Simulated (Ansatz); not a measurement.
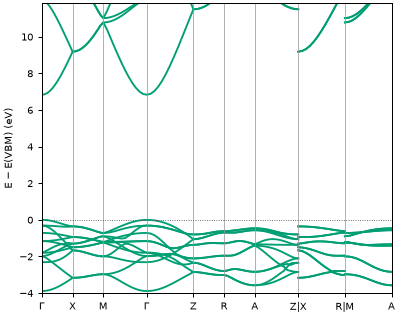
Fig. 1. Band structure from PBE (plane waves, PAW; program Ansatz)

**Question.** Read off the gap and where the band edges lie.

**Answer.** About 6.8 eV (6.83 eV by a search for the band edges); maximum at Γ, minimum at Γ.

**Question.** Pick the material that matches.
A. SiO2, rutile
B. MgF2, rutile
C. SiO2, P4_12_12 (Si on 4a, O on 8b)
D. SiO2, P4_2/nmc (Si on 2a, O on 4d)

**Answer.** B, MgF2, rutile

Space group P4_2/mnm (rutile). The cell was relaxed with PBE under the symmetry of its start.

Potentials: the earlier of the program's two PAW sets.
